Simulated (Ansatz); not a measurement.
**Nudged elastic band, with input and output: C2H7NOSn (part 1 of 2)**

The run: nudged elastic band of C2H7NOSn. Method and program: RKS PBE0-D4/def2-SVP (Ansatz 0.2.0).

One setting was made poor on purpose. It belongs to a series of runs on one base structure; here: band between the two ends. Figures and captions count atoms from 1; the log counts them from 0 in places.

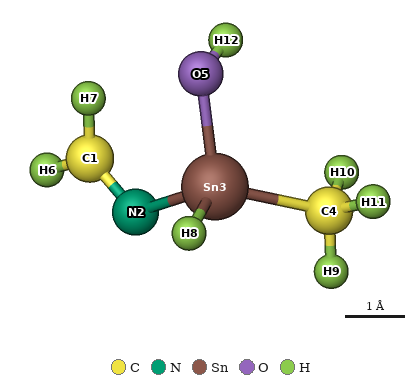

*The starting structure (ball-and-stick view, seen at a tilt; atoms are numbered from 1 in the order of the input). Sticks mark near contacts.*

Bond lengths as drawn: C–H 1.10 to 1.11 Å, C–N 1.26 Å, C–Sn 2.14 Å, H–O 0.96 Å, H–Sn 1.71 Å, N–Sn 2.08 Å and O–Sn 2.00 Å.

**Input file**
```yaml
crystal:
  periodic: [false, false, false]
  atoms:
    - { symbol: C, position_ang: [-1.060723, 1.64577, 1.383984] }
    - { symbol: "N", position_ang: [-1.325402, 0.495512, 0.931227] }
    - { symbol: Sn, position_ang: [0.266951, -0.708955, 0.360013] }
    - { symbol: C, position_ang: [-0.029938, -1.254773, -1.687506] }
    - { symbol: O, position_ang: [1.914973, 0.393569, 0.607404] }
    - { symbol: H, position_ang: [-1.88692, 2.317828, 1.694144] }
    - { symbol: H, position_ang: [-0.041082, 2.070035, 1.509951] }
    - { symbol: H, position_ang: [0.454792, -1.99203, 1.47138] }
    - { symbol: H, position_ang: [-1.010364, -1.741661, -1.787721] }
    - { symbol: H, position_ang: [-0.015088, -0.355462, -2.318987] }
    - { symbol: H, position_ang: [0.755517, -1.946999, -2.02024] }
    - { symbol: H, position_ang: [2.054385, 1.021865, -0.109548] }
basis:
  gaussian: { orbitals: def2-SVP }
hamiltonian:
  xc: pbe0
  dispersion: d4
neb:
  order_check: false
  images: 7
  f_tol: 0.05
  max_iterations: 54
  spring: 0.1
  final_atoms:
    - { symbol: C, position_ang: [-1.56770674, 1.83928052, 0.56985627] }
    - { symbol: "N", position_ang: [-0.77085904, 1.05217833, 1.24289305] }
    - { symbol: Sn, position_ang: [0.39480956, -0.60818842, 0.58687825] }
    - { symbol: C, position_ang: [-0.13520684, -0.91007134, -1.46067022] }
    - { symbol: O, position_ang: [2.30329253, -0.09551848, 0.80107199] }
    - { symbol: H, position_ang: [-0.68537545, 1.27203568, 2.23770559] }
    - { symbol: H, position_ang: [-1.56931662, 1.49277125, -0.49767024] }
    - { symbol: H, position_ang: [0.238272, -1.91576506, 1.6792212] }
    - { symbol: H, position_ang: [-0.86047622, -1.73132469, -1.54468556] }
    - { symbol: H, position_ang: [-0.58095025, 0.00854992, -1.86875183] }
    - { symbol: H, position_ang: [0.77175936, -1.16260535, -2.0273101] }
    - { symbol: H, position_ang: [2.5388587, 0.70335664, 0.31556261] }
  initial_path:
    images:
      - { positions_ang: [[-1.060723, 1.64577, 1.383984], [-1.325402, 0.495512, 0.931227], [0.266951, -0.708955, 0.360013], [-0.029938, -1.254773, -1.687506], [1.914973, 0.393569, 0.607404], [-1.88692, 2.317828, 1.694144], [-0.041082, 2.070035, 1.509951], [0.454792, -1.99203, 1.47138], [-1.010364, -1.741661, -1.787721], [-0.015088, -0.355462, -2.318987], [0.755517, -1.946999, -2.02024], [2.054385, 1.021865, -0.109548]] }
      - { positions_ang: [[-1.06116101, 1.67668889, 1.2624658], [-1.2391216, 0.52948597, 1.03862615], [0.28481679, -0.70236231, 0.40618242], [-0.02916852, -1.19089761, -1.64267751], [1.98577242, 0.3105784, 0.62729169], [-1.88151151, 2.10122756, 1.74467932], [-0.15119896, 2.08869447, 1.14326306], [0.4240346, -2.04154821, 1.45788507], [-1.03799088, -1.65785123, -1.7279017], [-0.02387899, -0.2758816, -2.24559653], [0.72108611, -1.888763, -1.99640594], [2.08542256, 0.99532767, -0.03371084]] }
      - { positions_ang: [[-1.06159903, 1.70760777, 1.14094761], [-1.1528412, 0.56345994, 1.14602531], [0.30268258, -0.69576962, 0.45235184], [-0.02839905, -1.12702222, -1.59784901], [2.05657185, 0.2275878, 0.64717938], [-1.87610302, 1.88462712, 1.79521465], [-0.26131593, 2.10735394, 0.77657512], [0.3932772, -2.09106642, 1.44439015], [-1.06561776, -1.57404145, -1.6680824], [-0.03266998, -0.1963012, -2.17220606], [0.68665522, -1.83052701, -1.97257188], [2.11646011, 0.96879034, 0.04212632]] }
      - { positions_ang: [[-1.06203704, 1.73852666, 1.01942941], [-1.0665608, 0.59743391, 1.25342446], [0.32054837, -0.68917694, 0.49852125], [-0.02762957, -1.06314683, -1.55302052], [2.12737127, 0.1445972, 0.66706707], [-1.87069453, 1.66802668, 1.84574997], [-0.37143289, 2.12601341, 0.40988718], [0.3625198, -2.14058463, 1.43089522], [-1.09324464, -1.49023168, -1.60826311], [-0.04146097, -0.11672081, -2.09881559], [0.65222433, -1.77229101, -1.94873783], [2.14749767, 0.94225301, 0.11796347]] }
      - { positions_ang: [[-1.06247505, 1.76944555, 0.89791122], [-0.9802804, 0.63140788, 1.36082362], [0.33841416, -0.68258425, 0.54469067], [-0.0268601, -0.99927144, -1.50819203], [2.19817069, 0.0616066, 0.68695477], [-1.86528603, 1.45142625, 1.89628529], [-0.48154985, 2.14467289, 0.04319924], [0.3317624, -2.19010283, 1.41740029], [-1.12087152, -1.40642191, -1.54844381], [-0.05025196, -0.03714041, -2.02542512], [0.61779344, -1.71405501, -1.92490377], [2.17853522, 0.91571568, 0.19380063]] }
      - { positions_ang: [[-1.18878298, 1.78690429, 0.81589748], [-0.92792506, 0.7366005, 1.33134098], [0.35251301, -0.66398529, 0.55523757], [-0.05394678, -0.97697141, -1.49631157], [2.22445115, 0.02232533, 0.71548407], [-1.57030839, 1.4065786, 1.98164036], [-0.75349154, 1.98169748, -0.09201813], [0.3083898, -2.12151839, 1.48285552], [-1.05577269, -1.4876476, -1.54750425], [-0.18292653, -0.02571783, -1.9862568], [0.65628492, -1.5761926, -1.95050535], [2.26861609, 0.86262592, 0.22424113]] }
      - { positions_ang: [[-1.3150909, 1.80436303, 0.73388374], [-0.87556972, 0.84179311, 1.30185833], [0.36661186, -0.64538633, 0.56578446], [-0.08103347, -0.95467139, -1.48443112], [2.25073161, -0.01695594, 0.74401338], [-1.27533074, 1.36173096, 2.06699544], [-1.02543324, 1.81872207, -0.2272355], [0.2850172, -2.05293395, 1.54831074], [-0.99067387, -1.5688733, -1.54656469], [-0.3156011, -0.01429524, -1.94708848], [0.6947764, -1.43833018, -1.97610694], [2.35869696, 0.80953616, 0.25468162]] }
      - { positions_ang: [[-1.44139882, 1.82182178, 0.65187001], [-0.82321438, 0.94698572, 1.27237569], [0.38071071, -0.62678738, 0.57633136], [-0.10812015, -0.93237136, -1.47255067], [2.27701207, -0.05623721, 0.77254269], [-0.9803531, 1.31688332, 2.15235051], [-1.29737493, 1.65574666, -0.36245287], [0.2616446, -1.98434951, 1.61376597], [-0.92557504, -1.65009899, -1.54562513], [-0.44827568, -0.00287266, -1.90792015], [0.73326788, -1.30046777, -2.00170852], [2.44877783, 0.7564464, 0.28512211]] }
      - { positions_ang: [[-1.56770674, 1.83928052, 0.56985627], [-0.77085904, 1.05217833, 1.24289305], [0.39480956, -0.60818842, 0.58687825], [-0.13520684, -0.91007134, -1.46067022], [2.30329253, -0.09551848, 0.80107199], [-0.68537545, 1.27203568, 2.23770559], [-1.56931662, 1.49277125, -0.49767024], [0.238272, -1.91576506, 1.6792212], [-0.86047622, -1.73132469, -1.54468556], [-0.58095025, 0.00854992, -1.86875183], [0.77175936, -1.16260535, -2.0273101], [2.5388587, 0.70335664, 0.31556261]] }
```

Run on 2 threads of AMD EPYC (Zen 3), 16 GiB of memory available, shared host.

Run as:
```bash
ansatz run input.yaml --threads 2 --pin off --max-ram 3072MiB --backend cpu --events-out ev --progress --plain --runs-dir out
```

**What the program printed**
```
Engine: ansatz 0.2.0, x86_64-unknown-linux-gnu
Functional definition: PBE0
  parameter a = 0.25
  parameter kappa = 0.804
  parameter beta = 0.06672455060314922
  exchange = (1 - a)*pbe_x(kappa = kappa, mu = beta*pi^2/3) + a*exact_x
  correlation = pbe_c(beta = beta)
1383 factors; integrals over basis functions are off by at most 3.4e-4 eV
mean field evaluation 1: about -11533.5595 eV, gradient 7.3e1 eV
mean field evaluation 2: about -11519.3879 eV, gradient 1.1e2 eV
mean field evaluation 4: about -11544.8392 eV, gradient 4.9e0 eV
mean field evaluation 8: about -11544.9426 eV, gradient 8.8e-2 eV
mean field evaluation 16: about -11544.9427 eV, gradient 1.0e-5 eV
mean field -11544.94265565 eV, -424.2688171518 hartree, gradient 1.0e-5 eV, S^2 0.000000; 0 other end points of the search recorded, 0 dependent functions left out
the calculation of the forces begins
reference -11544.94268705 eV, -424.2688183059 hartree; 28, 28 occupied and 89, 89 virtual orbitals, 1383 factors
1384 factors; integrals over basis functions are off by at most 1.0e-3 eV
mean field evaluation 32: about -11543.4753 eV, gradient 2.7e-5 eV
mean field -11543.47527900 eV, -424.2148920545 hartree, gradient 2.7e-5 eV, S^2 0.000000; 0 other end points of the search recorded, 0 dependent functions left out
[... from here on the field's lines of each further geometry are left out, up to the last ...]
NEB iter   1: max|band force component| = 1.494e1 eV/Å  barrier→ = 4.3479 eV  barrier← = 2.8826 eV  Δτ_max = 0.1991 Å  (249 SCF iters)
NEB iter   2: max|band force component| = 2.976e0 eV/Å  barrier→ = 3.3915 eV  barrier← = 1.9261 eV  Δτ_max = 0.2000 Å  (225 SCF iters)
NEB iter   3: max|band force component| = 3.345e0 eV/Å  barrier→ = 3.2290 eV  barrier← = 1.7637 eV  Δτ_max = 0.2000 Å  (225 SCF iters)
NEB iter   4: max|band force component| = 3.849e0 eV/Å  barrier→ = 2.9348 eV  barrier← = 1.4695 eV  Δτ_max = 0.1032 Å  (223 SCF iters)
NEB iter   5: max|band force component| = 2.110e0 eV/Å  barrier→ = 2.7419 eV  barrier← = 1.2766 eV  Δτ_max = 0.1007 Å  (228 SCF iters)
NEB iter   6: max|band force component| = 1.260e0 eV/Å  barrier→ = 2.4757 eV  barrier← = 1.0104 eV  Δτ_max = 0.0836 Å  (227 SCF iters)
NEB iter   7: max|band force component| = 3.998e0 eV/Å  barrier→ = 2.4061 eV  barrier← = 0.9408 eV  CI = image 4  Δτ_max = 0.1000 Å  (222 SCF iters)
NEB iter   8: max|band force component| = 4.120e0 eV/Å  barrier→ = 2.6526 eV  barrier← = 1.1872 eV  CI = image 4  Δτ_max = 0.1998 Å  (214 SCF iters)
NEB iter   9: max|band force component| = 3.326e0 eV/Å  barrier→ = 3.0272 eV  barrier← = 1.5619 eV  CI = image 4  Δτ_max = 0.1996 Å  (223 SCF iters)
NEB iter  10: max|band force component| = 3.085e0 eV/Å  barrier→ = 3.1970 eV  barrier← = 1.7317 eV  CI = image 4  Δτ_max = 0.2000 Å  (220 SCF iters)
NEB iter  11: max|band force component| = 2.986e0 eV/Å  barrier→ = 3.2932 eV  barrier← = 1.8279 eV  CI = image 4  Δτ_max = 0.1022 Å  (223 SCF iters)
NEB iter  12: max|band force component| = 3.442e0 eV/Å  barrier→ = 3.3100 eV  barrier← = 1.8447 eV  CI = image 4  Δτ_max = 0.0502 Å  (226 SCF iters)
NEB iter  13: max|band force component| = 1.260e0 eV/Å  barrier→ = 3.3205 eV  barrier← = 1.8552 eV  CI = image 4  Δτ_max = 0.1000 Å  (219 SCF iters)
NEB iter  14: max|band force component| = 6.894e-1 eV/Å  barrier→ = 3.3556 eV  barrier← = 1.8903 eV  CI = image 4  Δτ_max = 0.1912 Å  (218 SCF iters)
NEB iter  15: max|band force component| = 2.629e0 eV/Å  barrier→ = 3.3753 eV  barrier← = 1.9100 eV  CI = image 4  Δτ_max = 0.1059 Å  (219 SCF iters)
NEB iter  16: max|band force component| = 3.854e-1 eV/Å  barrier→ = 3.3706 eV  barrier← = 1.9053 eV  CI = image 4  Δτ_max = 0.1465 Å  (217 SCF iters)
NEB iter  17: max|band force component| = 2.022e-1 eV/Å  barrier→ = 3.3654 eV  barrier← = 1.9001 eV  CI = image 4  Δτ_max = 0.1986 Å  (224 SCF iters)
NEB iter  18: max|band force component| = 2.869e-1 eV/Å  barrier→ = 3.3510 eV  barrier← = 1.8857 eV  CI = image 4  Δτ_max = 0.0997 Å  (222 SCF iters)
NEB iter  19: max|band force component| = 3.054e-1 eV/Å  barrier→ = 3.3449 eV  barrier← = 1.8796 eV  CI = image 4  Δτ_max = 0.0502 Å  (228 SCF iters)
NEB iter  20: max|band force component| = 1.653e0 eV/Å  barrier→ = 3.3420 eV  barrier← = 1.8767 eV  CI = image 4  Δτ_max = 0.0250 Å  (213 SCF iters)
NEB iter  21: max|band force component| = 5.283e-1 eV/Å  barrier→ = 3.3404 eV  barrier← = 1.8751 eV  CI = image 4  Δτ_max = 0.0502 Å  (231 SCF iters)
NEB iter  22: max|band force component| = 1.053e0 eV/Å  barrier→ = 3.3375 eV  barrier← = 1.8722 eV  CI = image 4  Δτ_max = 0.0250 Å  (227 SCF iters)
NEB iter  23: max|band force component| = 2.975e-1 eV/Å  barrier→ = 3.3363 eV  barrier← = 1.8710 eV  CI = image 4  Δτ_max = 0.0499 Å  (231 SCF iters)
NEB iter  24: max|band force component| = 9.391e-2 eV/Å  barrier→ = 3.3345 eV  barrier← = 1.8692 eV  CI = image 4  Δτ_max = 0.0734 Å  (225 SCF iters)
NEB iter  25: max|band force component| = 1.903e-1 eV/Å  barrier→ = 3.3338 eV  barrier← = 1.8684 eV  CI = image 4  Δτ_max = 0.0321 Å  (220 SCF iters)
NEB iter  26: max|band force component| = 1.307e-1 eV/Å  barrier→ = 3.3332 eV  barrier← = 1.8679 eV  CI = image 4  Δτ_max = 0.0367 Å  (221 SCF iters)
NEB iter  27: max|band force component| = 7.088e-2 eV/Å  barrier→ = 3.3328 eV  barrier← = 1.8675 eV  CI = image 4  Δτ_max = 0.0362 Å  (226 SCF iters)
NEB iter  28: max|band force component| = 2.812e-1 eV/Å  barrier→ = 3.3326 eV  barrier← = 1.8672 eV  CI = image 4  Δτ_max = 0.0182 Å  (230 SCF iters)
NEB iter  29: max|band force component| = 8.645e-2 eV/Å  barrier→ = 3.3324 eV  barrier← = 1.8671 eV  CI = image 4  Δτ_max = 0.0363 Å  (201 SCF iters)
NEB iter  30: max|band force component| = 5.483e-2 eV/Å  barrier→ = 3.3322 eV  barrier← = 1.8669 eV  CI = image 4  Δτ_max = 0.0362 Å  (221 SCF iters)
the calculation of the forces begins
reference -11543.45209666 eV, -424.2140401195 hartree; 28, 28 occupied and 89, 89 virtual orbitals, 1384 factors
1383 factors; integrals over basis functions are off by at most 1.3e-3 eV
mean field evaluation 1728: about -11541.6143 eV, gradient 3.4e-5 eV
mean field -11541.61430255 eV, -424.1465024317 hartree, gradient 1.2e-5 eV, S^2 0.000000; 1 other end points of the search recorded, 0 dependent functions left out
the calculation of the forces begins
reference -11541.61433379 eV, -424.1465035797 hartree; 28, 28 occupied and 89, 89 virtual orbitals, 1383 factors
NEB iter  31: max|band force component| = 3.462e-2 eV/Å  barrier→ = 3.3320 eV  barrier← = 1.8667 eV  CI = image 4  Δτ_max = 0.0000 Å  (423 SCF iters)
```
